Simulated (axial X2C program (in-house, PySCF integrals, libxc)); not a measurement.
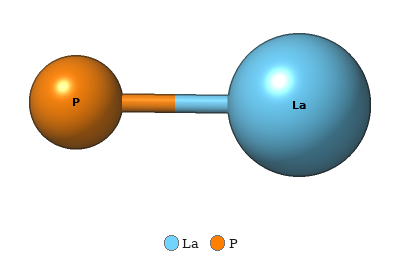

The molecule at the reference distance of 2.350 Å.

# LaP⁺: relativistic diatomic calculation

System: LaP⁺. The reference is closed-shell LaP²⁺; the roots are the vertical energy changes on adding an electron to it, which gives states of LaP⁺. The distance is the PBE0 minimum at charge 1.
Method: EOM-EA-CCSD, two-component X2C with atomic mean-field Coulomb and Gaunt terms, La dyall-cv3z, P dyall-av3z (cores contracted) (axial X2C program (in-house, PySCF integrals, libxc)).

### Key numbers

- outcome: converged
- HF energy of the reference LaP²⁺: −8826.79071 hartree
- MP2 energy of the reference LaP²⁺: −8827.12905 hartree
- CCSD energy of the reference LaP²⁺ (with the MP2 share of the virtual spinors left out of the coupled-cluster step): −8827.16670 hartree
- CCSD(T) energy of the reference LaP²⁺: −8827.18517 hartree
- T1 diagnostic (spinor form; for a closed shell √2 times the usual value): 0.096
- hardware: 1 thread of AMD EPYC (Zen 5), 16 GiB of memory available, shared host
- wall time: 14 s
- peak memory: 0.91 GiB

### The input
```
{"zs": [57, 15], "q": 1, "bas": ["dyall-cv3z", "dyall-av3z"], "r0": 2.41, "eom": "ea", "thr": -2.0, "nmax": 92, "grid": [1, 0.96, 1.045, 0.92, 1.09, 1.15]}
```

The line is the task of a batch: nuclear charges, charge, bases, a first guess of the distance and further settings. This report covers the levels named above. The log is that of the reference distance 2.35 Å.

The run was one of a batch that the task file lists, launched with:
```bash
python <driver script> task.json out
```

### The program's output
```
two-component X2C + atomic mean field  HF
basis functions 215  fitting functions 1060  grid points 5080
iter        total energy     max residual
   1      -8826.765244396     4.79e-01
   2      -8826.789233715     7.14e-03
   3      -8826.790126064     2.62e-02
   4      -8826.790380515     2.52e-03
   5      -8826.790458172     3.53e-03
   6      -8826.790575605     7.42e-03
   7      -8826.790657994     5.88e-03
   8      -8826.790703312     1.77e-03
   9      -8826.790712492     2.57e-04
  10      -8826.790713598     3.32e-04
  11      -8826.790713798     1.16e-04
  12      -8826.790713833     1.71e-05
  13      -8826.790713844     2.92e-05
  14      -8826.790713846     1.50e-05
  15      -8826.790713847     1.17e-06
converged
one-electron -12390.18334423  Coulomb 3601.46667481  exact exchange -224.95473875  xc functional 0.00000000  nuclear repulsion 192.53043206  atomic mean-field constant -5.64973774
correlated 14  virtual 314  natural virtual 92  E(MP2) -0.338338821  MP2 remainder -0.049601033
iter   CCSD correlation   residual
   1     -0.309271720   1.64e-01
   2     -0.319962216   9.16e-02
   3     -0.324996366   6.05e-02
   4     -0.325922920   3.59e-02
   5     -0.326570592   1.81e-02
   6     -0.326667318   9.44e-03
   7     -0.326705851   6.76e-03
   8     -0.326748630   6.13e-03
   9     -0.326717433   5.62e-03
  10     -0.326721152   4.94e-03
  11     -0.326669780   4.13e-03
  12     -0.326660676   3.49e-03
  13     -0.326566513   2.84e-03
  14     -0.326465254   2.16e-03
  15     -0.326401268   1.47e-03
  16     -0.326373691   8.46e-04
  17     -0.326380350   4.44e-04
  18     -0.326386293   2.69e-04
  19     -0.326390073   1.50e-04
  20     -0.326392141   7.16e-05
  21     -0.326391831   3.83e-05
  22     -0.326392100   2.85e-05
  23     -0.326391921   2.26e-05
  24     -0.326391660   1.84e-05
  25     -0.326391415   1.50e-05
  26     -0.326391116   1.29e-05
  27     -0.326390749   1.17e-05
  28     -0.326390344   1.02e-05
  29     -0.326389735   8.61e-06
  30     -0.326389369   6.31e-06
  31     -0.326389137   3.92e-06
  32     -0.326389080   2.33e-06
  33     -0.326389065   1.17e-06
(T) -0.018464256977384363  T1 0.0962  D1 0.2495  max T2 0.211
EOM-EA-CCSD roots
2*Omega      energy/Eh   energy/eV  one-particle weight
    1      -0.46398716    -12.6257      0.920
    1      -0.38751240    -10.5447      0.951
    1      -0.35025480     -9.5309      0.458
    1      -0.33935221     -9.2342      0.260
    1      -0.30814395     -8.3850      0.811
    3      -0.38414218    -10.4530      0.946
    3      -0.34823680     -9.4760      0.664
    3      -0.33510608     -9.1187      0.205
    3      -0.30289721     -8.2423      0.001
    5      -0.38106118    -10.3692      0.948
    5      -0.29453586     -8.0147      0.004
    7      -0.28165420     -7.6642      0.000
```

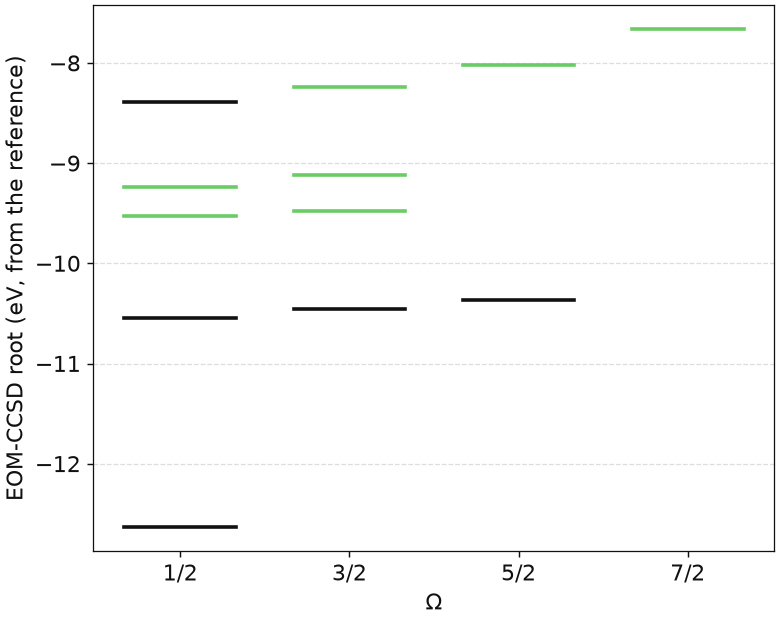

EOM-CCSD roots by Ω at 2.35 Å; roots whose one-particle weight is under 0.8 have the second colour. The lowest has Ω = 1/2 and lies at −12.626 eV, with one-particle weight 0.92. 7 of the 12 roots are less well described at this level.
